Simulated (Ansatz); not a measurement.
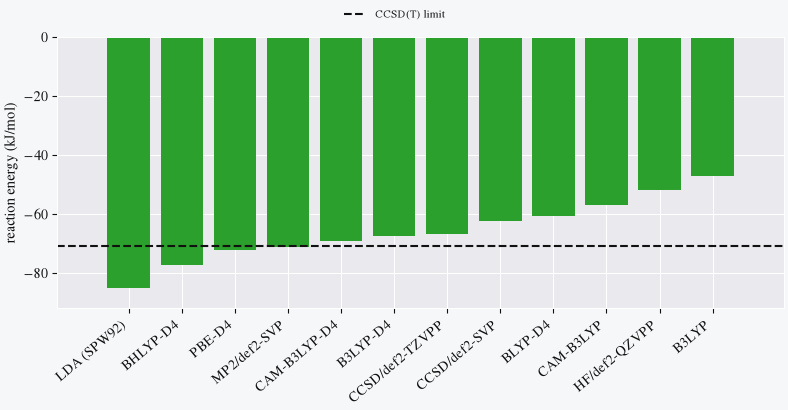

Electronic reaction energy of AlCl₃ ([Cl][Al]([Cl])[Cl]) + AsH₃ ([AsH3]) → AlAsH₃Cl₃ ([Cl][Al-]([Cl])([Cl])[AsH3+]) (SMILES in brackets) at several levels (functionals in def2-TZVPP unless a basis is named), isolated molecules at PBE0-D4 triple-zeta geometries, minima by their frequencies, no zero-point or thermal terms, the Ansatz code 0.2.0. The line is frozen-core CCSD(T) at the basis limit (MP2 extrapolated from triple and quadruple zeta, plus CCSD(T) less MP2 in a smaller set). No dispersion term is added to CAM-B3LYP and B3LYP. The distance of MP2/def2-SVP, CCSD/def2-TZVPP and CCSD/def2-SVP to the limit includes basis error.

What range do the values span, the line included?

Answer. From −85.2 kJ/mol (LDA (SPW92)) to −47.1 kJ/mol (B3LYP).

Which level comes closest to the line (CCSD(T) limit), and which misses most?

Answer. Closest MP2/def2-SVP (−71.1 kJ/mol), against −70.9 kJ/mol; farthest B3LYP (−47.1 kJ/mol).

Caveats: no scalar relativity up to krypton; outer-core shells are correlated without core-valence functions, which makes the correlated values less sure.
